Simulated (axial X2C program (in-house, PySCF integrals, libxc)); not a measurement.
## Relativistic diatomic calculation for BiMn

BiMn, single determinant with Ω = 1. Level asked for: PBE0, two-component X2C with atomic mean-field Coulomb and Gaunt terms, Bi dyall-cv3z, Mn dyall-cv3z (cores contracted) (axial X2C program (in-house, PySCF integrals, libxc)).

**Input file**
```
{"zs": [83, 25], "q": 0, "bas": ["dyall-cv3z", "dyall-cv3z"], "levels": ["PBE0", "HF", "M06"], "cc": true, "r0": 2.7, "thr": -1.0, "nmax": 90, "npts": 10, "nst": 2, "ntry": 6}
```

The line is the task of a batch: nuclear charges, charge, bases, the levels to run, a first guess of the distance and further settings. This report covers PBE0 with spin-orbit coupling. The log is that of the reference distance 2.646 Å.

Hardware: 1 thread of Arm Neoverse V1, 24 GiB of memory available, shared host.

The run was one of a batch that the task file lists, launched with:
```bash
python <driver script> task.json out
```

**Log**
```
two-component X2C + atomic mean field  PBE0
basis functions 263  fitting functions 1456  grid points 5803
iter        total energy     max residual
   1     -22699.896909225     5.75e+01
   2     -22701.006337965     1.93e+00
   3     -22701.054692002     2.45e+00
   4     -22701.061103270     1.97e+00
   5     -22701.063499491     3.73e-01
   6     -22701.064035644     4.79e-02
   7     -22701.064072104     1.27e-01
   8     -22701.064105338     5.76e-03
   9     -22701.064105840     3.87e-03
  10     -22701.064106583     2.08e-03
  11     -22701.064106953     1.60e-03
  12     -22701.064107164     7.94e-04
  13     -22701.064107230     3.04e-04
  14     -22701.064107248     3.78e-04
  15     -22701.064107253     1.16e-04
  16     -22701.064107254     1.30e-05
converged
one-electron -31850.41230606  Coulomb 9211.80449659  exact exchange -112.23795895  xc functional -343.80917729  nuclear repulsion 414.98212874  atomic mean-field constant -21.39129029
```

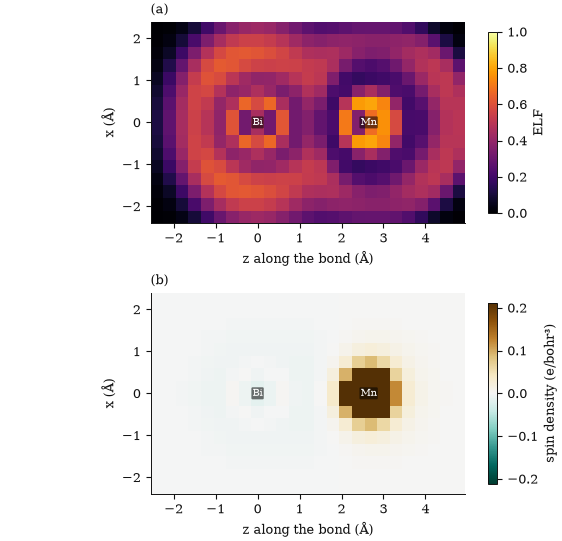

Figure 1. (a) electron localisation function; (b) spin density, in a plane that holds the axis, at 2.65 Å, on points 0.3 Å apart (one half computed, the other mirrored); the structure near the nuclei is finer than these points.

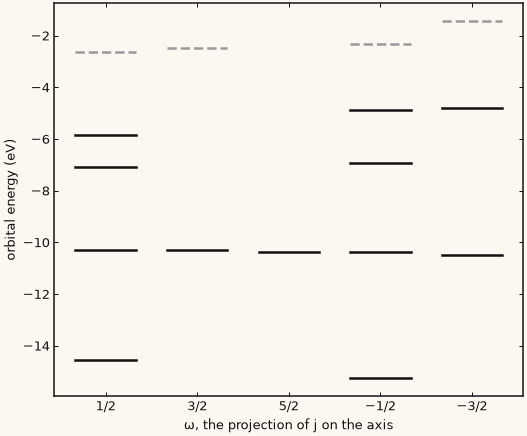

Figure 2. Orbital energies near the frontier at 2.65 Å, filled (solid) and empty (dashed). The highest filled spinor (−3/2; 69 % Bi p, 20 % Mn d) lies at −4.79 eV, the lowest empty one (1/2; 45 % Bi p, 38 % Mn p) at −2.64 eV.

**Outcome**

- outcome: not converged in a step after the SCF shown
- wall time: 24 s
- peak memory: 0.9 GiB

**What went wrong**

The SCF whose log is shown converged, but a later step did not. The run therefore gave no full result.
